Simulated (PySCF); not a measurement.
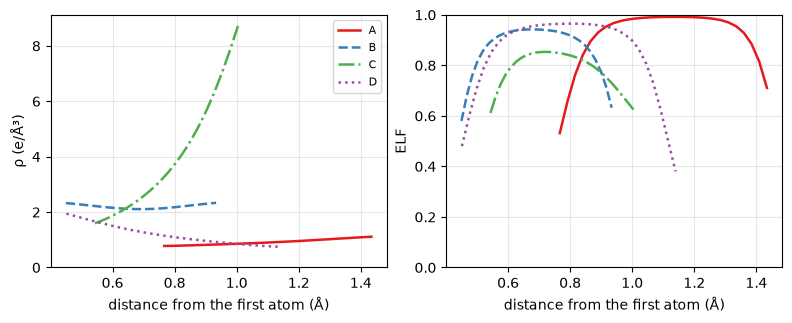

The picture shows: C6H8BFSi (SMILES FB[SiH2]c1ccccc1). Electron density and electron localisation function along straight lines between neighbouring atoms. The curves leave out the atomic cores.

Geometry: GFN2-xTB.

The calculation used PBE0/pcSseg-1, SCF density, gas phase, non-relativistic (PySCF 2.14.0).

The calculation's input:

```
{"job": {"kind": "nmr", "xc": "PBE0", "basis": "pcSseg-1"}, "charge": 0, "multiplicity": 1}
F      3.469701     1.684448     0.917333
B      3.042963     0.472070     0.630995
Si     1.889280     0.174511    -0.947755
C      0.089956    -0.028262    -0.374604
C     -0.443966    -1.287320    -0.117640
C     -1.746907    -1.436840     0.322329
C     -2.543079    -0.321389     0.521319
C     -2.028298     0.940069     0.274276
C     -0.725537     1.080802    -0.168880
H      3.396431    -0.349400     1.401861
H      1.887047     1.267970    -1.934282
H      2.219682    -1.048706    -1.701198
H      0.170838    -2.162737    -0.272466
H     -2.143769    -2.424388     0.510647
H     -3.561034    -0.434100     0.865315
H     -2.644482     1.814895     0.426665
H     -0.335819     2.070408    -0.363825
```

Run with:

```sh
OMP_NUM_THREADS=1 python probes_run.py task.json out
```

Which curve belongs to which contact (B–F, C–C, C–Si and Si–B)? The first atom named is at distance zero.

Curve A: Si–B (1.98 Å): ρ at the midpoint is about 0.85 e/Å³; the ELF peaks at about 1 between the atoms, as expected for localised, covalent bonding. Curve B: C–C (1.38 Å): ρ is about 2.1 e/Å³ halfway; the ELF peaks at about 0.95 between the atoms; a covalent bond. Curve C: B–F (1.32 Å): ρ is about 2.2 e/Å³ halfway; the ELF peaks at about 0.85 between the atoms, as expected for a shared but strongly polarised pair. Curve D: C–Si (1.90 Å): the density is about 0.91 e/Å³ at the midpoint; the ELF peaks at about 0.95 between the atoms, as expected for a shared electron pair.
